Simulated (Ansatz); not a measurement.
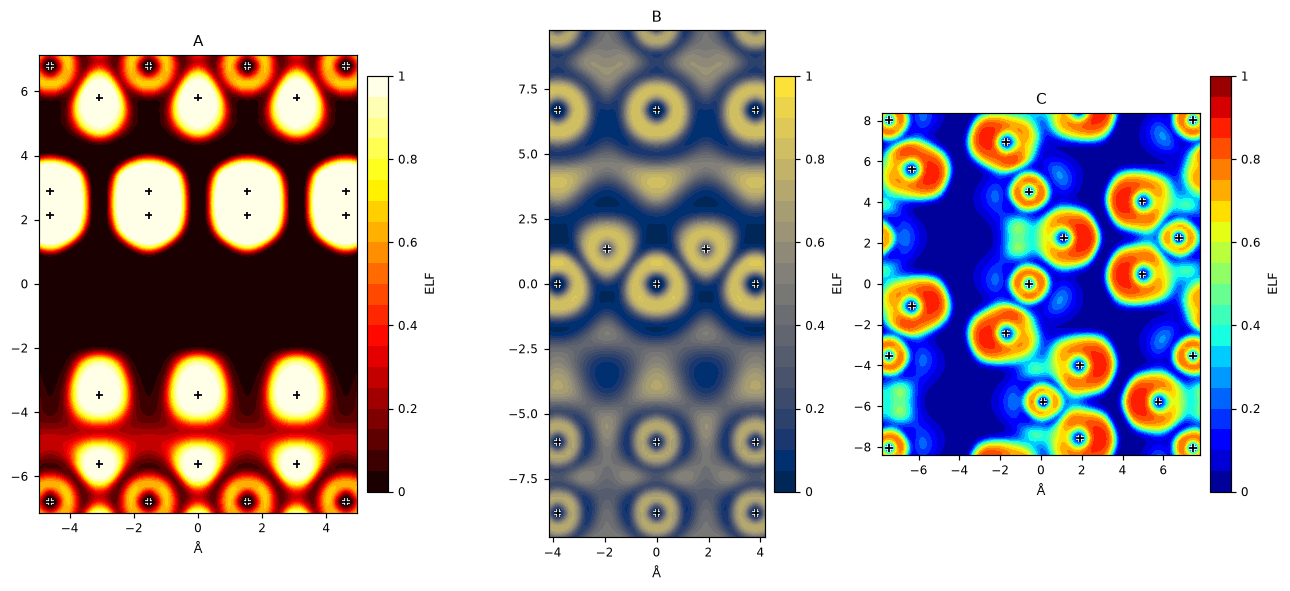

The ELF of 3 systems, each on a plane through atoms (crosses mark nuclei in the plane).

Method: DFT PBE, scalar-relativistic, plane waves, PAW (Ansatz 0.2.0).

System 1: Nb₂WSe₅, the (100) plane of the conventional cell. Space group Cmcm; a generated structure, not necessarily the stable one.

```
CELL_PARAMETERS angstrom
3.43359 0.00000 0.00000
0.00000 14.91275 0.00000
0.00000 0.00000 16.08380
ATOMIC_POSITIONS crystal
Nb 0.00000 0.76955 0.60956
Nb 0.50000 0.26955 0.60956
Nb 0.00000 0.76955 0.89044
Nb 0.50000 0.26955 0.89044
Nb 0.00000 0.23045 0.10956
Nb 0.50000 0.73045 0.10956
Nb 0.00000 0.23045 0.39044
Nb 0.50000 0.73045 0.39044
W 0.00000 0.27693 0.75000
W 0.50000 0.77693 0.75000
W 0.00000 0.72307 0.25000
W 0.50000 0.22307 0.25000
Se 0.00000 0.39704 0.63885
Se 0.50000 0.89704 0.63885
Se 0.00000 0.39704 0.86115
Se 0.50000 0.89704 0.86115
Se 0.00000 0.65500 0.75000
Se 0.50000 0.15500 0.75000
Se 0.00000 0.15472 0.95837
Se 0.50000 0.65472 0.95837
Se 0.00000 0.15472 0.54163
Se 0.50000 0.65472 0.54163
Se 0.00000 0.60296 0.13885
Se 0.50000 0.10296 0.13885
Se 0.00000 0.60296 0.36115
Se 0.50000 0.10296 0.36115
Se 0.00000 0.34500 0.25000
Se 0.50000 0.84500 0.25000
Se 0.00000 0.84528 0.04163
Se 0.50000 0.34528 0.04163
Se 0.00000 0.84528 0.45837
Se 0.50000 0.34528 0.45837
```

System 2: TiH₅, the (010) plane of the conventional cell. Space group P4/nmm; a generated structure, not necessarily the stable one; computed without spin polarisation.

```yaml
crystal:
  lattice:
    - [3.07548, 0.00000, 0.00000]
    - [0.00000, 3.07548, 0.00000]
    - [0.00000, 0.00000, 13.58105]
  atoms:
    - { symbol: Ti, position: [0.50000, 0.00000, 0.08632] }
    - { symbol: Ti, position: [0.00000, 0.50000, 0.91368] }
    - { symbol: H, position: [0.50000, 0.50000, 0.15894] }
    - { symbol: H, position: [0.00000, 0.00000, 0.15894] }
    - { symbol: H, position: [0.50000, 0.50000, 0.84106] }
    - { symbol: H, position: [0.00000, 0.00000, 0.84106] }
    - { symbol: H, position: [0.50000, 0.50000, 0.00000] }
    - { symbol: H, position: [0.00000, 0.00000, 0.00000] }
    - { symbol: H, position: [0.00000, 0.50000, 0.62593] }
    - { symbol: H, position: [0.00000, 0.50000, 0.57073] }
    - { symbol: H, position: [0.50000, 0.00000, 0.37407] }
    - { symbol: H, position: [0.50000, 0.00000, 0.42927] }
```

System 3: La₂Ta₂O, the (100) plane of the conventional cell. Space group P4/nmm; a generated structure, not necessarily the stable one; changed on purpose from its base cell (volume × 1.06, shape and atoms relaxed); computed pressure about −2 GPa in this cell.

```
CELL_PARAMETERS angstrom
3.81054 0.00000 0.00000
0.00000 3.81054 0.00000
0.00000 0.00000 18.81237
ATOMIC_POSITIONS crystal
La 0.00000 0.50000 0.92880
La 0.50000 0.00000 0.07120
La 0.00000 0.50000 0.28431
La 0.50000 0.00000 0.71569
Ta 0.50000 0.00000 0.39468
Ta 0.50000 0.00000 0.53990
Ta 0.00000 0.50000 0.60532
Ta 0.00000 0.50000 0.46010
O 0.50000 0.50000 0.00000
O 0.00000 0.00000 0.00000
```

Question: Match each panel to its system.

Answer: Panel A is system 2, TiH₅: the plane holds Ti and H. H–H (0.75 Å): the ELF peaks at about 1 between the atoms. Panel B is system 3, La₂Ta₂O: the plane holds La, Ta and O. La–O (2.33 Å): the ELF peaks at about 0.80 in the valence shell of O, 0.6 Å from its nucleus, and drops to about 0.25 between the two atoms; no shared electron pair shows on this line. Panel C is system 1, Nb₂WSe₅: the plane holds Nb, W and Se. W–Se (2.53 Å): the ELF is about 0.45 at the midpoint.
